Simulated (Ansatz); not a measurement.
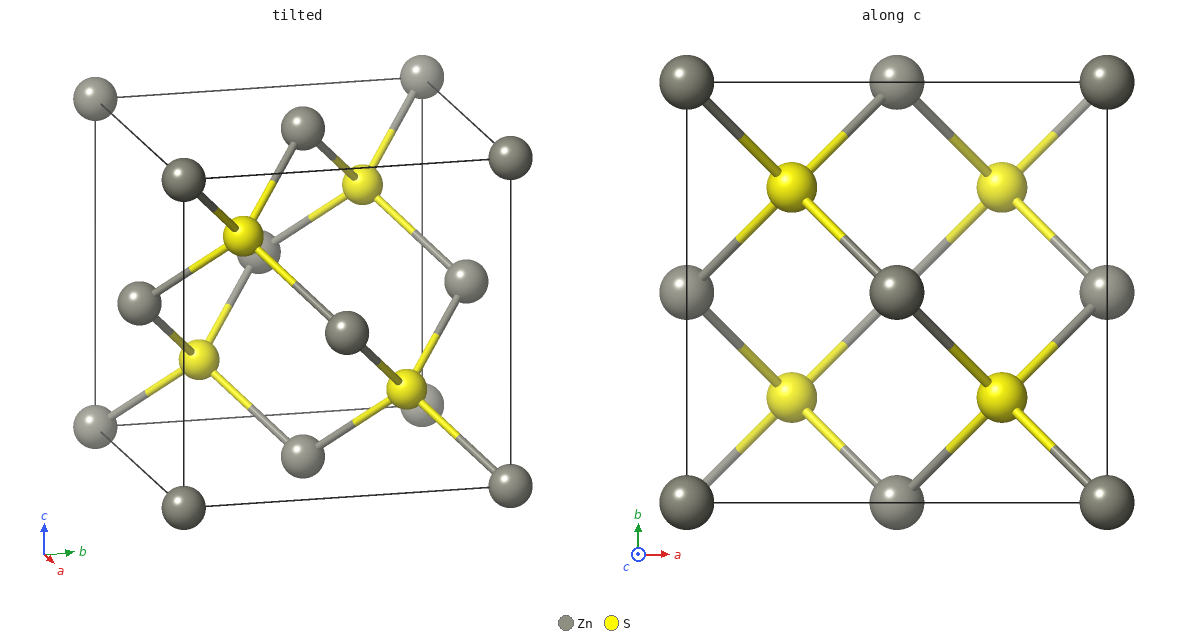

We look at a ball-and-stick model of the crystal slightly off an axis and along the c axis. The conventional unit cell is outlined; an atom on or near a face, edge or corner is repeated at each equivalent position.

Describe the crystal.

- This is ZnS.
- Space group F-43m (No. 216), lattice face-centred cubic.
- Among the common structure types it is zinc blende (sphalerite type).
- The cell holds 8 atoms (4 Zn, 4 S), Z = 4.
- Zn is coordinated by four S in a tetrahedral arrangement. S is linked to four Zn in a tetrahedral arrangement.
- The bonds build a three-dimensional framework.

Origin of the cell: a structure listed in the Materials Project. This is the structure after a relaxation with DFT PBE, scalar-relativistic, plane waves, PAW in Ansatz 0.2.0.
